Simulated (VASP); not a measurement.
Band structure of Te2Mo (space group P6_3/mmc). These are PBE GGA, VASP's PBE PAW potentials (set 64) (plane waves; VASP) values and carry that method's errors.

Unless said otherwise, spin-orbit coupling is left out, though it shifts the bands of the heavy elements here.

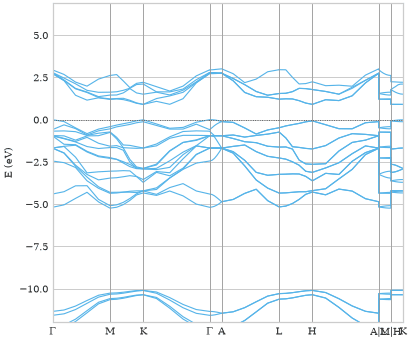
Figure. Bands along high-symmetry lines, zero at the valence-band maximum or, without a gap, the Fermi level

### Question
Read the plot: is there a gap, and where are the band edges?

### Answer
The gap is indirect, 0.91 eV, from the valence maximum at Γ to the conduction minimum at K.

The structure comes from a computed database's Te2Mo entry; how it stands against other phases isn't given here. The cell was not relaxed at this level. The k-mesh is coarse (spacing up to 0.42 per Å, 2π included), so the numbers may not be converged in it.
